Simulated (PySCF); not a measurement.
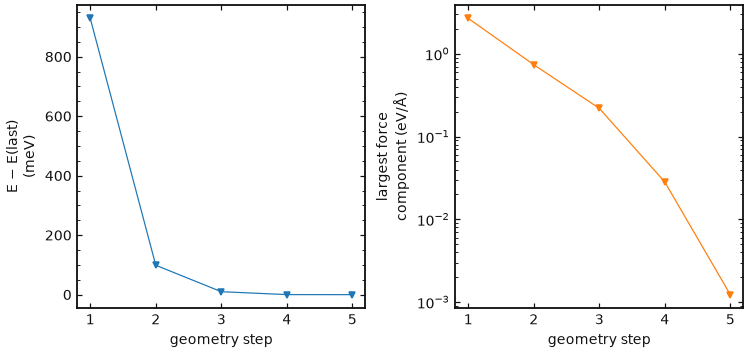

History of a geometry optimisation. BrCl$_{4}$ molecule (charge +1); RKS-based PBE0, Br def2-TZVP, Cl def2-TZVP; non-relativistic Hamiltonian; density fitting (PySCF). The start has point group Td, which is kept. A held symmetry can leave a saddle point.

The optimisation met its thresholds at geometry 5, counting the start as the first. The energy fell by about 930 meV from the first step to the last. The largest force component goes from about 2.7 eV/Å at the start to 1.2 × 10⁻³ eV/Å at the end.
